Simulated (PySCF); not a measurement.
Consider C₄H₁₂AlF₂NO (SMILES C[N+](C)([AlH3-])COC(F)F).

```xyz
21

C    -1.0083    1.3051   -0.5462
N    -0.6636   -0.0474   -0.0766
C    -0.8626   -1.0432   -1.1445
Al   -1.9482   -0.5318    1.5083
C     0.6870   -0.0992    0.4463
O     1.5901    0.2507   -0.5764
C     2.8856    0.3727   -0.1944
F     3.5596    0.8572   -1.2315
F     3.3991   -0.8342    0.1192
H    -0.8840    2.0171    0.2814
H    -0.3666    1.6026   -1.3889
H    -2.0611    1.3131   -0.8565
H    -0.6376   -2.0435   -0.7507
H    -1.9146   -1.0193   -1.4576
H    -0.2106   -0.8303   -2.0050
H    -1.4279   -2.0208    1.8158
H    -3.3544   -0.3639    0.7542
H    -1.5099    0.6188    2.5441
H     0.7627    0.6056    1.2941
H     0.8838   -1.1206    0.8100
H     3.0160    1.0354    0.6839
```

Geometry: PBE0-D3(BJ)/def2-SVP.

Level of theory: PySCF 2.14.0, PBE0/pcSseg-1, SCF density, gas phase, non-relativistic.

> Predict the electron density and electron localisation function between the atoms.

C–F (1.33 Å): ρ is about 2.4 e/Å³ halfway; the ELF peaks at about 0.85 between the atoms, as expected for a shared but strongly polarised pair.
C–O (1.36 Å): the density is about 2.4 e/Å³ at the midpoint, with its minimum of 2.1 e/Å³ about 0.5 Å from C; the ELF peaks at about 0.90 between the atoms (a shared but strongly polarised pair).
C–N (1.45 Å): ρ at the midpoint is about 2 e/Å³; the ELF peaks at about 0.95 between the atoms: a covalent bond.
Al–N (2.10 Å): ρ is about 0.45 e/Å³ halfway; the ELF peaks at about 0.95 in the valence shell of N, 0.7 Å from its nucleus, and is about 0.75 at the midpoint.

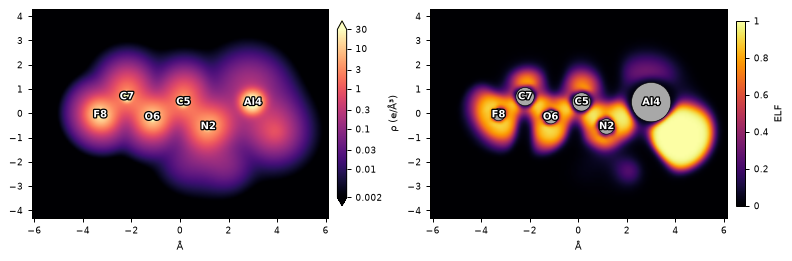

Computed electron density and electron localisation function on the plane of atoms C5, O6 and C7, in this order. Grey discs cover the atomic cores in the ELF map. 
